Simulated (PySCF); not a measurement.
C6H5ClOSi (SMILES C#C[SiH2]C1=CO/C1=C/Cl)

```xyz
14

C    -1.8692    2.0202   -1.5485
C    -1.7604    1.0013   -0.9196
Si   -1.5750   -0.5736    0.0335
C     0.1006   -0.5171    0.8507
C     0.6533   -0.6036    2.0801
O     1.9847   -0.4501    1.6841
C     1.4804   -0.3509    0.3719
C     2.1714   -0.1778   -0.7416
Cl    1.3938   -0.0802   -2.2612
H    -1.9644    2.9133   -2.0971
H    -2.6000   -0.6503    1.0787
H    -1.6333   -1.7035   -0.9014
H     0.3710   -0.7388    3.1045
H     3.2463   -0.0893   -0.7563
```

Geometry: GFN2-xTB.

The calculation used PBE0/def2-SVPD, SCF density, gas phase in PySCF 2.14.0.

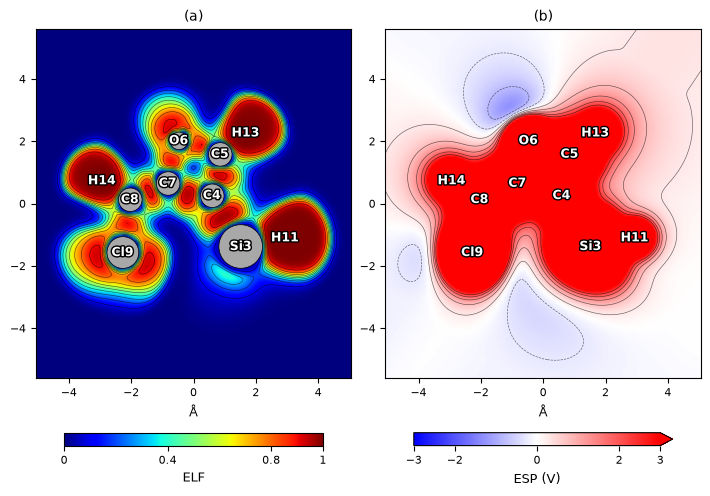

Figure 1. (a) ELF; (b) molecular electrostatic potential on the plane of atoms Si3, C4 and C5. Grey discs cover the atomic cores in the ELF map.

What does the map show?

Answer.
- The section cuts through Si, C, O, Cl and H sites.
- C–O (1.40 Å): the ELF peaks at about 0.90 between the atoms, as expected for a shared but strongly polarised pair.
- C–Cl (1.71 Å): the ELF peaks at about 0.90 between the atoms: localised, covalent bonding.
- C–Si (1.87 Å): the ELF peaks at about 0.95 between the atoms (a covalent bond).
- C–H (1.07 Å): the ELF climbs to about 1 towards the hydrogen, as it does in any bond to H (a covalent bond by its length).
- C–C (1.32 Å): the ELF peaks at about 0.95 between the atoms; a short, multiple covalent bond.
- The ELF also peaks beside Cl9 and O6, away from the bonds: lone-pair regions.
- Outside the dense part of the molecule the potential is most negative (−1.3 V) near O6.

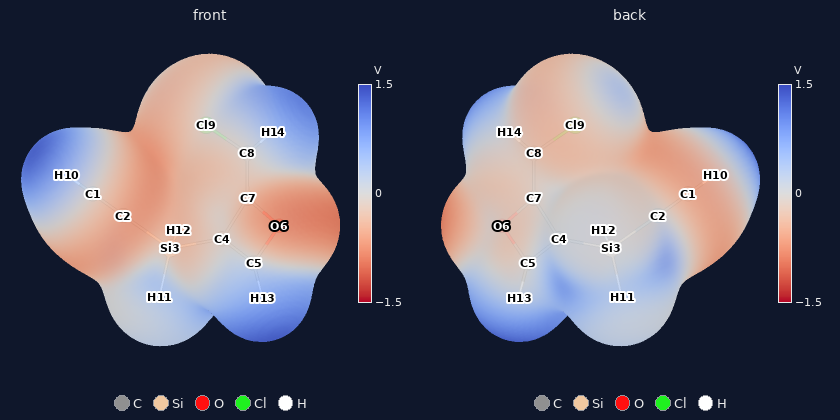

Figure 2. The molecular electrostatic potential painted on the density surface at 0.001 e/bohr³, seen from the front and from behind; the colour scale runs from red (negative) to blue (positive).

Which sites attract a positive test charge, and which a negative one?

Answer. A positive charge is drawn to the negative regions and a negative charge to the positive ones. The most negative region (about −0.9 V) lies over O6, the most positive (about +1.3 V) over H10 and H13. Cl9 shows a σ-hole: about +0.4 V at the tip opposite its bond, against about −0.4 V on its flanks.

What dipole moment does the calculation give?

Answer. Its dipole moment is 0.88 D.
